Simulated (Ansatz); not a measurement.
**A computed series for InAs: response to strain**

Consider InAs in the zinc blende structure (space group F-43m, No. 216; a = 6.186 Å).

Strains are applied to the cell and any free atomic positions relax.

Level of theory: Ansatz (a quantum-chemistry and plane-wave program) PBE, scalar-relativistic without spin-orbit coupling.

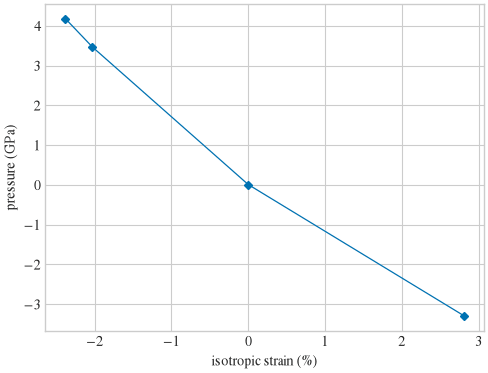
Fig. 1. Pressure against isotropic strain

```
isotropic strain (%)  pressure
--------------------  --------
-2.38                  4.2 GPa
-2.03                  3.5 GPa
2.81                  -3.3 GPa
```

A case with no gap was solved on a k-mesh chosen for an insulator, which is coarse for it. Stability against distortions was not tested. The final runs are not spin-polarised.
